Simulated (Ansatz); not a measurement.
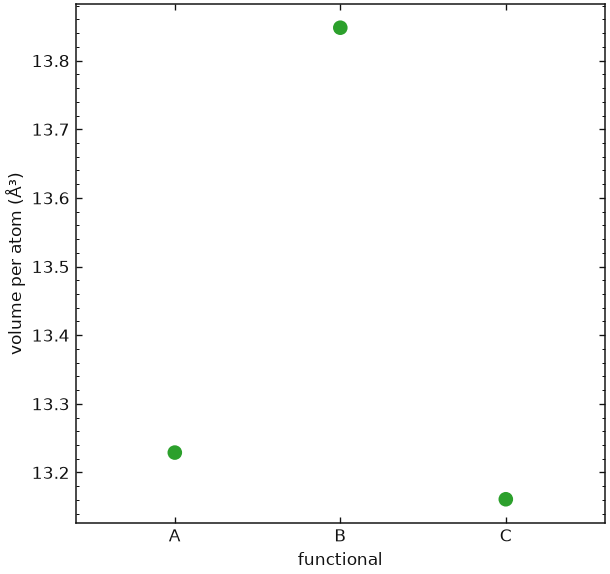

The plot gives the computed volume per atom by functional for CaCdF₄. The labels are replaced by letters. In alphabetical order the cases are: PBE; PBEsol; r2SCAN.

How it was computed, with Ansatz 0.2.0: relaxed lattice of one prototype by several density functionals, zero stress, symmetry kept, spin-unpolarised plane waves.

- prototype: fluorite host
- atoms in cell: 6
- periodic directions: 3

Which letter stands for which functional?

A: r2SCAN (13.2 Å³); B: PBE (13.8 Å³); C: PBEsol (13.2 Å³).
